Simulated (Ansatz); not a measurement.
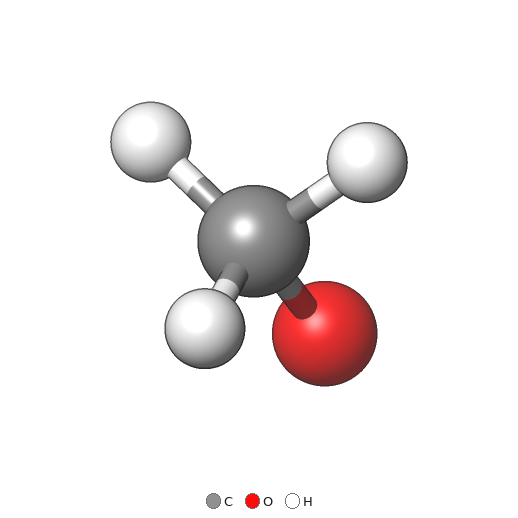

Every bond is drawn as one stick, whatever its order.

State: neutral, doublet. Computed geometry: PBE0-D4/def2-TZVP optimisation.

What is the molecular formula?

Answer. CH₃O, 5 atoms: 1 carbon, 3 hydrogen and 1 oxygen.

Give a SMILES string for it.

Answer. C[O]

Count the bonded pairs by element.

Answer. 3 C–H, 1 C–O.

The parts below concern this one geometry. Atoms keep their numbers from picture to picture.

### Geometry

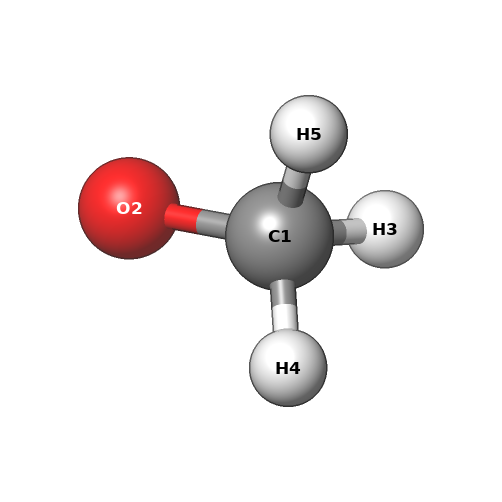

Numbered structure.

Give the bond lengths.

```csv
bond,length (Å),order
C1–O2,1.355,single
C1–H3,1.108,single
C1–H4,1.100,single
C1–H5,1.100,single
```

### Vibrations

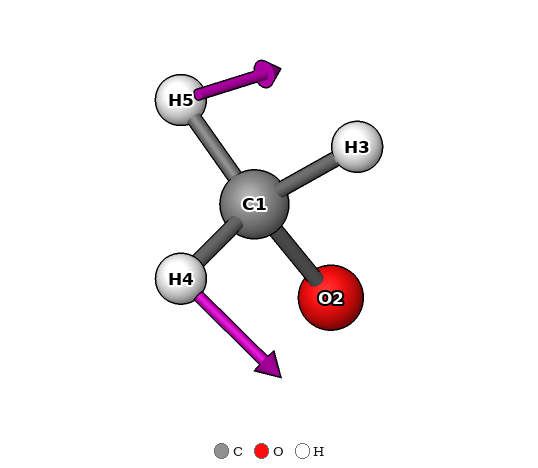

The arrows show one normal mode. Harmonic vibrations computed with UKS PBE0-D4/def2-TZVP (Ansatz 0.2.0) at a stationary point of the same level.

What kind of motion is it?

Answer. Mostly H–C–H bending.

At what wavenumber does it lie?

Answer. 1510 cm⁻¹; it is mode 6 of 9 counted from the lowest.

### Levels of theory compared

Program: Ansatz 0.2.0.

Compare dipole (D), HOMO energy (eV) at these levels: B3LYP-D4/def2-TZVPP; PBE-D4/def2-TZVPP; r2SCAN-D4/def2-TZVPP; ωB97M-V/def2-TZVPP.

```csv
level,dipole (D),HOMO energy (eV)
B3LYP-D4/def2-TZVPP,2.05,−7.49
PBE-D4/def2-TZVPP,2.08,−5.93
r2SCAN-D4/def2-TZVPP,2.01,−6.33
ωB97M-V/def2-TZVPP,2.02,−10.18
```

### Charges

The questions are on Mulliken charges. Properties computed with UKS ωB97M-V/def2-TZVPP (Ansatz 0.2.0).

Give the Mulliken charges atom by atom.

```json
{"atom": "C1", "value (e)": "−0.12"}
{"atom": "O2", "value (e)": "−0.24"}
{"atom": "H3", "value (e)": "0.14"}
{"atom": "H4", "value (e)": "0.11"}
{"atom": "H5", "value (e)": "0.11"}
```

Mulliken values depend strongly on the basis set and can even reverse the polarity of a bond.
